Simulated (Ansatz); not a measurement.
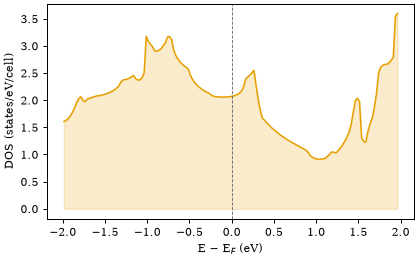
Figure. Density of states of ScAl₃ (I4/mmm) near the Fermi level, PBEsol, rigid bands in Ansatz (a program for electronic structure).

Problem. With 4 atoms a cell, what bare Sommerfeld coefficient γ = (π²/3) k_B² N(E_F) follows?

Solution. N(E_F) ≈ 2.1 states/eV a cell at 300 K, so γ ≈ 1.22 mJ/(mol of atoms·K²), before many-body enhancement (phonons, spin fluctuations, correlation).

Problem. How far does the Fermi level move in a rigid band for 0.1 electron a cell added or removed?

Solution. 48 meV and -48 meV.

A metal at this level (no band gap); rigid bands, thermally averaged at 300 K, both spins. Spin-orbit coupling is left out. Geometry: cell and atoms relaxed with PBEsol.

Computed structure with no diffraction record at hand here (it may be known, metastable or hypothetical): ScAl3 (I4/mmm).
